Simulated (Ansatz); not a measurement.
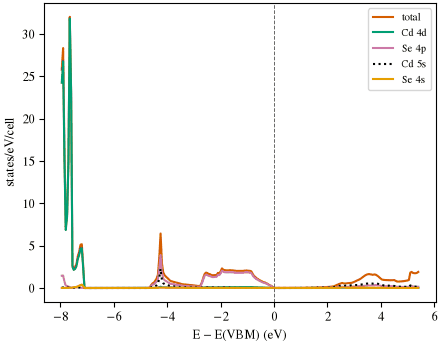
Fig. 1. Total and projected density of states of CdSe (zinc blende, F-43m), DFT-LDA in the program Ansatz with PAW potentials

Q: Which orbitals carry the states next to the gap?

A: Top 1 eV of the valence band: Se 4p 90 %, Cd 4d 6 %. Bottom 1 eV of the conduction band: Cd 5s 52 %, Se 4p 28 %, Se 4s 17 %. Projections are on Löwdin-orthogonalised atomic valence shells; empty p or d shells of many metals are not among them.

Q: Where is the tallest occupied peak in this window, and what makes it?

A: Near -7.6 eV, about 32 states/eV per cell; the largest projected share is Cd 4d.

The LDA relaxation kept the symmetry of its start; phonons on a q-mesh show no instability. Spin–orbit coupling is left out wherever it is not named.

Potentials: the later of the program's two PAW sets.
